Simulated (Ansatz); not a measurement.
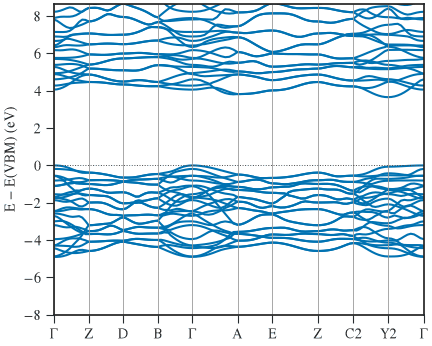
Fig. 1. Band structure from PBE (plane waves, PAW; program Ansatz)

### Question
Read off the gap and where the band edges lie.

### Answer
About 3.7 eV (3.66 eV by a search for the band edges); maximum at Γ, minimum at Y2.

The material is ZrO2 in space group P2_1/c (No. 14; Zr on 4e, O on 4e, O on 4e).

The cell was relaxed with PBE under the symmetry of its start. No spin polarisation was allowed. Scalar-relativistic: spin–orbit coupling is off unless named, which matters more the heavier the elements.

Potentials: the earlier of the program's two PAW sets.
